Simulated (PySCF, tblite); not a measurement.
# C3H7ClSi2: circular dichroism and optical rotation, excited states

Aim: compute the circular dichroism and optical rotation, excited states of C3H7ClSi2 (`[SiH3]C=C=C([SiH3])Cl`).

Programs: tblite 0.8.0 and PySCF 2.14.0, with routines of our own; each step states its level. All values are computed. Atoms count from 0.

## (1) The system as given

13 atoms, charge 0, multiplicity 1; geometry from: force field or distance geometry start.

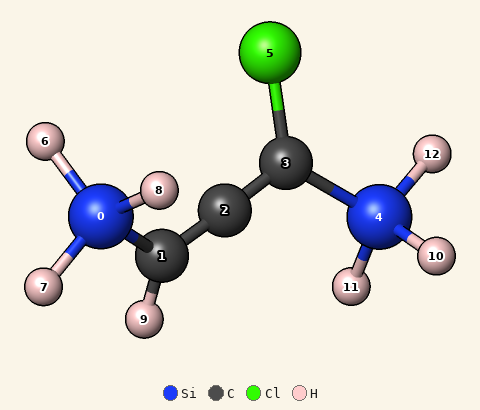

The starting geometry (silicon blue, carbon dark grey, chlorine green, hydrogen pink).

## (2) Optimising the geometry with GFN2-xTB

Job settings and geometry (Å):

```
{"job": {"kind": "relax", "xc": "GFN2-xTB", "basis": "xTB"}, "charge": 0, "multiplicity": 1}
Si    -2.590200     0.417900    -0.504500
C     -1.219300    -0.489400     0.224400
C      0.023700    -0.240900    -0.100400
C      1.241400     0.023800    -0.461700
Si     2.596800    -0.208400     0.754000
Cl     1.418500     0.568900    -2.083900
H     -2.751900     0.083000    -1.943700
H     -3.849200     0.058400     0.200500
H     -2.396100     1.882100    -0.360100
H     -1.456400    -1.275900     0.949000
H      2.558700     0.847800     1.791300
H      2.500000    -1.529600     1.428400
H      3.919700    -0.137100     0.089000
```

The run is started by

```console
> OMP_NUM_THREADS=1 python excited_run.py task.json out
```

The driver reads the jobs from task.json and runs them one after another.

Standard output:

```text
step      E/eV     max force
  0    -486.85628    2.796
  1    -487.04271    1.712
  2    -487.11008    2.111
  3    -487.19267    0.902
  4    -487.27543    0.765
  5    -487.32371    0.861
  6    -487.39445    0.916
  7    -487.44882    0.650
  8    -487.48896    0.532
  9    -487.52131    0.680
 10    -487.55441    0.683
 11    -487.57527    0.474
 12    -487.59354    0.358
 13    -487.61279    0.363
 14    -487.63588    0.455
 15    -487.65784    0.401
 16    -487.67342    0.310
 17    -487.68685    0.314
 18    -487.70161    0.329
 19    -487.71953    0.374
 20    -487.73978    0.476
 21    -487.75814    0.397
 22    -487.77233    0.235
 23    -487.78544    0.289
 24    -487.79979    0.365
 25    -487.81356    0.317
 26    -487.82575    0.336
 27    -487.83596    0.354
 28    -487.84482    0.342
 29    -487.85457    0.340
 30    -487.86290    0.197
 31    -487.86809    0.163
 32    -487.87180    0.171
 33    -487.87523    0.195
 34    -487.87888    0.167
 35    -487.88255    0.134
 36    -487.88631    0.151
 37    -487.89011    0.163
 38    -487.89362    0.136
 39    -487.89621    0.105
 40    -487.89802    0.104
 41    -487.90003    0.170
 42    -487.90346    0.235
 43    -487.90829    0.245
 44    -487.91308    0.182
 45    -487.91626    0.129
 46    -487.91847    0.131
 47    -487.92123    0.156
 48    -487.92555    0.202
 49    -487.93090    0.156
 50    -487.93507    0.154
 51    -487.93715    0.098
 52    -487.93842    0.108
 53    -487.93961    0.091
 54    -487.94161    0.108
 55    -487.94351    0.119
 56    -487.94551    0.098
 57    -487.94703    0.084
 58    -487.94833    0.079
 59    -487.94958    0.081
 60    -487.95060    0.076
 61    -487.95115    0.051
 62    -487.95138    0.029
 63    -487.95151    0.034
 64    -487.95165    0.038
 65    -487.95180    0.035
 66    -487.95198    0.036
 67    -487.95214    0.026
 68    -487.95228    0.026
 69    -487.95239    0.026
 70    -487.95248    0.024
 71    -487.95256    0.022
 72    -487.95264    0.026
 73    -487.95274    0.039
 74    -487.95285    0.037
 75    -487.95294    0.022
 76    -487.95302    0.023
 77    -487.95309    0.024
 78    -487.95319    0.037
 79    -487.95336    0.043
 80    -487.95361    0.041
 81    -487.95387    0.038
 82    -487.95404    0.026
 83    -487.95415    0.028
 84    -487.95429    0.032
 85    -487.95457    0.048
 86    -487.95509    0.072
 87    -487.95574    0.073
 88    -487.95619    0.045
 89    -487.95635    0.030
 90    -487.95645    0.031
 91    -487.95660    0.035
 92    -487.95717    0.040
 93    -487.95761    0.042
 94    -487.95795    0.039
 95    -487.95813    0.031
 96    -487.95833    0.032
 97    -487.95864    0.038
 98    -487.95915    0.053
 99    -487.96042    0.068
100    -487.96264    0.090
101    -487.95964    0.288
102    -487.96051    0.427
103    -487.97027    0.200
104    -487.96775    0.153
105    -487.97375    0.113
106    -487.97531    0.123
107    -487.97736    0.100
108    -487.98041    0.142
109    -487.98167    0.093
110    -487.98264    0.091
111    -487.98390    0.187
112    -487.98779    0.123
113    -487.99042    0.071
114    -487.99175    0.180
115    -487.99237    0.149
116    -487.99282    0.051
117    -487.99299    0.051
118    -487.99308    0.032
119    -487.99323    0.023
120    -487.99336    0.028
121    -487.99344    0.035
122    -487.99357    0.046
123    -487.99376    0.050
124    -487.99403    0.042
125    -487.99430    0.036
126    -487.99446    0.024
127    -487.99453    0.022
128    -487.99456    0.010
129    -487.99458    0.013
130    -487.99460    0.012
131    -487.99462    0.012
132    -487.99465    0.013
133    -487.99468    0.014
134    -487.99472    0.013
135    -487.99474    0.009
```

Run time: 0.77 s. Hardware: 1 thread of Arm Neoverse V2, shared host.

Relaxation path: (not every step is listed)

| step | energy from step 0 (eV) | largest force (eV/Å) |
| --- | --- | --- |
| 0 | 0.0000 | 2.7960 |
| 1 | -0.1864 | 1.7120 |
| 2 | -0.2538 | 2.1112 |
| 3 | -0.3364 | 0.9017 |
| 4 | -0.4191 | 0.7647 |
| 5 | -0.4674 | 0.8605 |
| 6 | -0.5382 | 0.9156 |
| 7 | -0.5925 | 0.6505 |
| 8 | -0.6327 | 0.5322 |
| 20 | -0.8835 | 0.4761 |
| 32 | -1.0155 | 0.1707 |
| 44 | -1.0568 | 0.1824 |
| 56 | -1.0892 | 0.0976 |
| 68 | -1.0960 | 0.0258 |
| 80 | -1.0973 | 0.0405 |
| 92 | -1.1009 | 0.0398 |
| 104 | -1.1115 | 0.1531 |
| 116 | -1.1365 | 0.0513 |
| 128 | -1.1383 | 0.0102 |
| 130 | -1.1383 | 0.0117 |
| 131 | -1.1383 | 0.0124 |
| 132 | -1.1384 | 0.0127 |
| 133 | -1.1384 | 0.0140 |
| 134 | -1.1384 | 0.0134 |
| 135 | -1.1385 | 0.0086 |

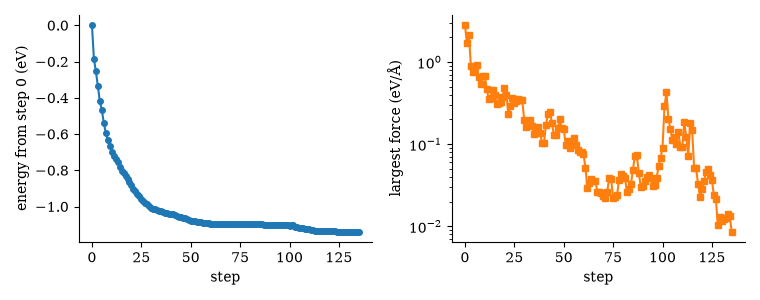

Energy and largest force along the relaxation.

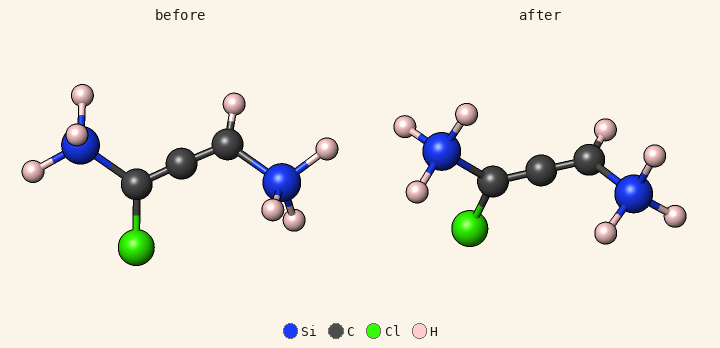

Before and after, at one scale.

Close pairs (by a distance rule), those that changed most:

| bond | before (Å) | after (Å) | change (Å) |
| --- | --- | --- | --- |
| Si0–C1 | 1.798 | 1.889 | +0.090 |
| C3–Si4 | 1.835 | 1.889 | +0.053 |
| C3–Cl5 | 1.720 | 1.762 | +0.041 |
| Si0–H8 | 1.484 | 1.460 | -0.024 |
| Si4–H11 | 1.487 | 1.464 | -0.023 |
| Si0–H7 | 1.487 | 1.466 | -0.021 |
| Si0–H6 | 1.486 | 1.466 | -0.021 |
| Si4–H12 | 1.482 | 1.463 | -0.019 |

The final coordinates are the input of the step that follows.

## (3) Vibrational analysis with GFN2-xTB

Job settings and geometry (Å):

```
{"job": {"kind": "ir", "xc": "GFN2-xTB", "basis": "xTB"}, "charge": 0, "multiplicity": 1}
Si    -2.486792     0.720014    -0.401672
C     -1.307742    -0.740977    -0.196249
C     -0.024557    -0.654093    -0.354104
C      1.254292    -0.472246    -0.461168
Si     2.447342    -0.005132     0.926325
Cl     2.039890    -0.683003    -2.024073
H     -3.460718     0.373699    -1.440839
H     -3.183842     0.917841     0.872822
H     -1.733074     1.916435    -0.766862
H     -1.745774    -1.695320     0.067027
H      1.657243     0.168459     2.145346
H      3.425192    -1.084290     1.073558
H      3.114151     1.239100     0.542160
```

Standard output:

```text
mode    cm-1     km/mol
  1      57.7      0.08
  2      67.8      0.13
  3      81.6      0.09
  4      98.4      0.10
  5     146.2      0.27
  6     170.6      0.97
  7     258.7      1.72
  8     396.1      7.20
  9     457.7     10.93
 10     464.6     26.18
 11     526.3      6.46
 12     534.1     51.21
 13     550.5     68.06
 14     569.2     60.11
 15     730.8      0.86
 16     732.5     44.96
 17     759.7     94.04
 18     771.1    614.99
 19     774.7    235.83
 20     781.7    277.97
 21     786.0    279.91
 22     792.6    281.22
 23     850.3     95.03
 24    1108.7     37.95
 25    1338.4     21.16
 26    2019.6    413.13
 27    2241.0    333.95
 28    2250.2    259.68
 29    2260.9    276.16
 30    2267.8    226.18
 31    2269.3    291.59
 32    2293.3    269.74
 33    3013.7     27.80
```

Wall time 0.36 s (1 thread of Arm Neoverse V2, shared host).

The strongest bands and the atoms that carry them (share of the mass-weighted mode):

| cm⁻¹ | km/mol | atoms |
| --- | --- | --- |
| 771 | 615.0 | H10 25 %, H11 21 %, H12 17 %, H7 10 % |
| 782 | 278.0 | H12 28 %, H11 28 %, H8 22 % |
| 786 | 279.9 | H7 43 %, H6 25 %, H8 11 % |
| 793 | 281.2 | H6 28 %, H7 26 % |
| 2020 | 413.1 | C2 67 %, C1 16 %, C3 16 % |
| 2241 | 333.9 | H7 66 %, H6 30 % |
| 2261 | 276.2 | H11 84 %, H12 12 % |
| 2269 | 291.6 | H12 70 %, H10 15 %, H11 11 % |

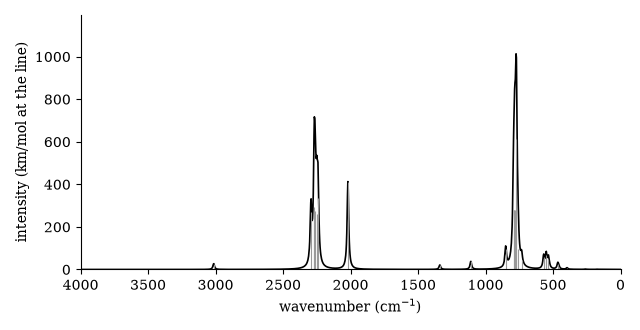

The infrared spectrum from these modes, unscaled. Lines are broadened to a width of 14 cm⁻¹ (Lorentzian).

## (4) Circular dichroism and optical rotation: TDDFT CAM-B3LYP/def2-SVPD

The job, as its differences from that of step 3:

```diff
@@ -1,2 +1,2 @@
-{"job": {"kind": "ir", "xc": "GFN2-xTB", "basis": "xTB"}, "charge": 0, "multiplicity": 1}
+{"job": {"kind": "ecd", "xc": "CAM-B3LYP", "basis": "def2-SVPD", "nstates": 16}, "charge": 0, "multiplicity": 1}
 Si    -2.486792     0.720014    -0.401672
```

Method: TDDFT CAM-B3LYP/def2-SVPD circular dichroism and optical rotation, one conformer, gas phase.

Standard output:

```text
coarse grid: 12472 points
cycle   1  E = -1157.0212271955  dE =  4.761e-01  |g| = 2.758e-01  |ddm| = 1.103e+01
cycle   2  E = -1157.0354684980  dE = -1.424e-02  |g| = 2.177e-01  |ddm| = 1.369e+00
cycle   3  E = -1157.0462435499  dE = -1.078e-02  |g| = 7.633e-02  |ddm| = 9.116e-01
cycle   4  E = -1157.0477447483  dE = -1.501e-03  |g| = 2.244e-02  |ddm| = 2.473e-01
cycle   5  E = -1157.0478953929  dE = -1.506e-04  |g| = 4.480e-03  |ddm| = 7.484e-02
cycle   6  E = -1157.0479004442  dE = -5.051e-06  |g| = 1.738e-03  |ddm| = 1.754e-02
final grid: 106832 points
cycle   7  E = -1157.1935891402  dE = -1.186e-05  |g| = 2.481e-03  |ddm| = 9.816e-02
cycle   8  E = -1157.1935883852  dE =  7.550e-07  |g| = 3.040e-03  |ddm| = 1.815e-02
cycle   9  E = -1157.1935907536  dE = -2.368e-06  |g| = 2.068e-04  |ddm| = 6.816e-03
cycle  10  E = -1157.1935907624  dE = -8.818e-09  |g| = 1.027e-04  |ddm| = 7.634e-04
cycle  11  E = -1157.1935907652  dE = -2.863e-09  |g| = 3.358e-05  |ddm| = 4.383e-04
cycle  12  E = -1157.1935907656  dE = -3.206e-10  |g| = 8.656e-06  |ddm| = 1.166e-04
converged SCF energy = -1157.1935907656

Singlet excitations and rotatory strengths (1e-40 esu^2 cm^2)
state   eV       nm     f(len)   f(vel)    R(len)    R(vel)   main configurations
  1   4.6086   269.0  0.00026  0.00027    -0.286    -0.053   H->L 0.97
  2   6.1205   202.6  0.00121  0.00117    -8.182    -7.800   H-1->L+1 0.86
  3   6.1695   201.0  0.00586  0.00585    -0.375    -0.448   H-1->L 0.43, H->L+1 0.43
  4   6.5287   189.9  0.11777  0.11462    -7.240    -8.140   H-2->L 0.59, H->L+1 0.16, H->L+2 0.14
  5   6.5602   189.0  0.00151  0.00103     0.423     0.117   H->L+2 0.62, H-2->L 0.12, H->L+3 0.10
  6   6.8240   181.7  1.28945  1.27523    16.750    13.062   H-1->L 0.49, H->L+1 0.28, H-2->L 0.13
  7   7.1080   174.4  0.01068  0.01201    -1.664    -1.673   H->L+3 0.50, H->L+2 0.15, H-3->L 0.10
  8   7.3074   169.7  0.00874  0.00894   -29.148   -28.359   H-1->L+2 0.86
  9   7.3258   169.2  0.00045  0.00036     0.206     0.071   H-2->L+1 0.83
 10   7.6723   161.6  0.00033  0.00036     3.603     2.869   H->L+5 0.56, H-3->L 0.21
 11   7.7575   159.8  0.01683  0.01752   -13.227   -11.775   H->L+6 0.36, H->L+4 0.16, H->L+3 0.12
 12   7.8065   158.8  0.01478  0.01373    -5.006    -5.377   H->L+5 0.24, H-3->L 0.21, H->L+3 0.11
 13   7.8999   156.9  0.00436  0.00418    -3.454    -3.029   H->L+8 0.41, H->L+4 0.22, H->L+6 0.19
 14   8.0624   153.8  0.01345  0.01506   -33.652   -35.444   H->L+7 0.52, H->L+4 0.11, H->L+9 0.10
 15   8.1138   152.8  0.01469  0.01554    19.851    20.281   H-2->L+2 0.33, H->L+7 0.16, H-1->L+5 0.14
 16   8.1715   151.7  0.01066  0.01095   -31.693   -32.153   H->L+8 0.42, H->L+6 0.23, H->L+4 0.12

Specific rotation (deg / (dm g/mL))
    nm     length   length(OI)   velocity    alpha(len)  alpha(vel)
  633.0     -68.04     -71.81     -78.33      115.496    116.825
  589.3     -80.55     -85.02     -92.60      116.209    117.541
  546.0     -96.92    -102.29    -111.21      117.110    118.447
  436.0    -174.18    -183.88    -198.19      120.963    122.317
  405.0    -215.14    -227.09    -243.67      122.786    124.147
  365.0    -296.86    -313.22    -333.02      126.070    127.442
  355.0    -325.54    -343.40    -363.89      127.127    128.503
```

It took 74 s on 1 thread of Arm Neoverse V2, shared host; peak memory 0.93 GiB.

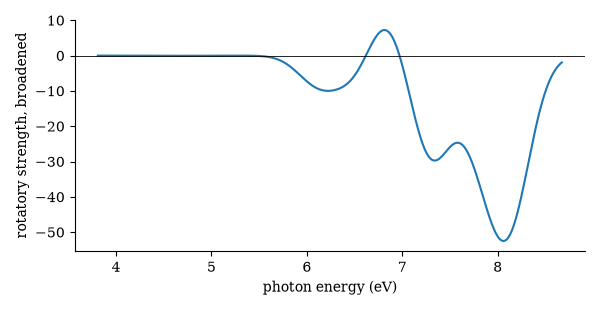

Circular dichroism: velocity-form rotatory strengths under Gaussians of 0.3 eV half-width at 1/e.

## (5) Excited states: TDA B3LYP/def2-TZVP

The job, as its differences from that of step 4:

```diff
@@ -1,2 +1,2 @@
-{"job": {"kind": "ecd", "xc": "CAM-B3LYP", "basis": "def2-SVPD", "nstates": 16}, "charge": 0, "multiplicity": 1}
+{"job": {"kind": "states", "xc": "B3LYP", "basis": "def2-TZVP", "tda": true, "soc": true, "nstates": 8, "ntriplets": 6, "nquad": 4}, "charge": 0, "multiplicity": 1}
 Si    -2.486792     0.720014    -0.401672
```

Method: TDA B3LYP/def2-TZVP excited states, vertical, gas phase, spin-orbit mean-field couplings.

Standard output:

```text
coarse grid: 12472 points
cycle   1  E = -1157.7699624838  dE =  4.074e-01  |g| = 3.409e-01  |ddm| = 3.084e+00
cycle   2  E = -1157.7663744256  dE =  3.588e-03  |g| = 3.432e-01  |ddm| = 6.867e-01
cycle   3  E = -1157.7934040028  dE = -2.703e-02  |g| = 1.129e-01  |ddm| = 3.997e-01
cycle   4  E = -1157.7965695496  dE = -3.166e-03  |g| = 4.540e-02  |ddm| = 2.000e-01
cycle   5  E = -1157.7970846102  dE = -5.151e-04  |g| = 1.131e-02  |ddm| = 5.184e-02
cycle   6  E = -1157.7971159072  dE = -3.130e-05  |g| = 4.107e-03  |ddm| = 1.499e-02
cycle   7  E = -1157.7971194647  dE = -3.558e-06  |g| = 1.401e-03  |ddm| = 4.567e-03
final grid: 106832 points
cycle   8  E = -1157.7872470726  dE = -1.713e-05  |g| = 4.395e-03  |ddm| = 7.661e-02
cycle   9  E = -1157.7872409197  dE =  6.153e-06  |g| = 6.431e-03  |ddm| = 8.362e-03
cycle  10  E = -1157.7872511316  dE = -1.021e-05  |g| = 8.596e-04  |ddm| = 5.029e-03
cycle  11  E = -1157.7872512859  dE = -1.543e-07  |g| = 4.062e-04  |ddm| = 8.857e-04
cycle  12  E = -1157.7872513297  dE = -4.379e-08  |g| = 5.809e-05  |ddm| = 3.766e-04
cycle  13  E = -1157.7872513302  dE = -5.411e-10  |g| = 3.191e-05  |ddm| = 9.030e-05
cycle  14  E = -1157.7872513305  dE = -2.792e-10  |g| = 7.310e-06  |ddm| = 5.174e-05
converged SCF energy = -1157.7872513305

Singlet excitations
state   eV       nm        f     d(h-e)  d(exc)  Lambda  PR(NTO)  |dmu|/D   mu/D   main configurations
  1   4.4145   280.9   0.00055   0.696   2.990   0.613   1.009    1.563    1.134   H->L 0.99
  2   5.8435   212.2   0.00272   1.238   3.338   0.666   1.539    2.991    1.738   H-2->L 0.47, H-1->L 0.29, H->L+1 0.21
  3   5.9244   209.3   0.00234   0.675   3.013   0.549   1.086    1.448    2.608   H-1->L+1 0.94
  4   6.0924   203.5   0.04000   1.188   3.756   0.554   1.634    3.669    2.894   H->L+2 0.51, H->L+1 0.23, H-2->L 0.19
  5   6.1739   200.8   0.00763   0.917   3.519   0.573   1.970                     H->L+2 0.40, H-2->L 0.26, H->L+1 0.19
  6   6.6534   186.3   0.34189   1.717   4.106   0.479   2.030                     H->L+3 0.53, H-2->L+1 0.19, H-1->L 0.13
  7   6.7065   184.9   0.10975   1.827   3.544   0.397   1.467                     H-2->L+1 0.78, H->L+3 0.11
  8   6.8818   180.2   0.78676   0.846   3.791   0.579   2.156                     H->L+3 0.29, H-1->L 0.27, H->L+1 0.13

Triplet excitations (Tamm-Dancoff)
state   eV     d(h-e)  d(exc)  Lambda  PR(NTO)   main configurations
  1   3.9967   0.613   2.938   0.612   1.009   H->L 0.99
  2   4.2190   0.051   2.659   0.781   1.964   H-1->L 0.54, H->L+1 0.38
  3   4.3491   0.116   2.719   0.778   1.954   H->L+1 0.55, H-1->L 0.39
  4   5.4942   1.577   3.106   0.529   1.011   H-2->L 0.91
  5   5.5657   0.638   2.940   0.550   1.044   H-1->L+1 0.95
  6   5.8919   1.373   3.659   0.467   1.106   H->L+2 0.87
S1 - T1 = 0.4178 eV

Spin-orbit couplings |<S|Hso|T>| (cm-1)
             T1       T2       T3       T4       T5       T6
S0      103.755    1.221    3.267  205.795    9.302   85.672
S1        0.569   48.592    8.937  142.238    1.278    3.706
S2      115.478   42.466   34.844   37.219   39.173   28.342
S3       10.597   34.711   16.995   12.081    3.502    3.492
S4       67.279   27.574   21.015   30.496   29.088   14.582
S5       79.776   26.992   22.879   43.505   37.682   17.638
S6       19.992   32.835   39.122   32.083   33.529    5.811
S7       11.736   68.753   84.117   43.461   65.191   15.176
S8       20.492    7.450    4.785   39.364   22.841   15.987
T1 sublevels (cm-1): 0.000 0.403 1.128   radiative rates (1/s): 24.7 38.3 1.8e+03
```

Run time: 34 s. Hardware: 1 thread of Arm Neoverse V2, shared host; peak memory 0.86 GiB.

From this job:

| quantity | value |
| --- | --- |
| S1 less T1 | 0.42 eV |

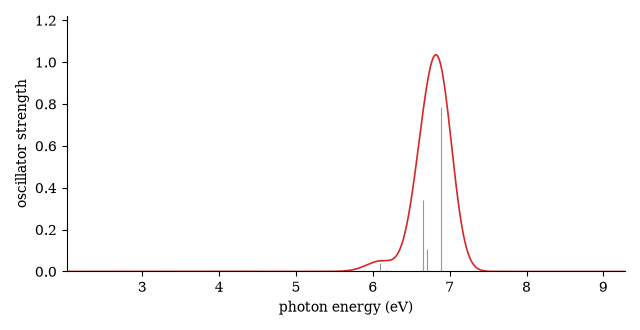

Absorption lines of the singlets. Lines are broadened to a width of 0.40 eV (Gaussian).

## (6) Results

```
                                                                                       quantity                                                          value
                                                      strongest single infrared mode (GFN2-xTB)                                           771 cm⁻¹, 615 km/mol
                                                                   zero-point energy (GFN2-xTB)                                                  46.3 kcal/mol
state of largest rotatory strength (velocity form) among 16 (step 4, TDDFT CAM-B3LYP/def2-SVPD)  8.06 eV, R = -35.4 (velocity), -33.7 (length) ·10⁻⁴⁰ esu² cm²
                              specific rotation at 633.0 nm (step 4, TDDFT CAM-B3LYP/def2-SVPD)                               -78.3 (velocity), -68.0 (length)
                                                       S1 less T1 (step 5, TDA B3LYP/def2-TZVP)                                                        0.42 eV
```

**Reading.** All 33 modes are real, so the xTB geometry is a minimum. GFN2-xTB is a fitted tight-binding method: band positions and strengths are rough. Its intensities can rank the bands wrongly. Rotations belong to one conformer and to the handedness of the start. The length form depends on the origin in a finite basis. In step 5, the number of triplets below S1 is 3, and the largest singlet-triplet spin-orbit coupling is S0–T4, 205.79 cm⁻¹.
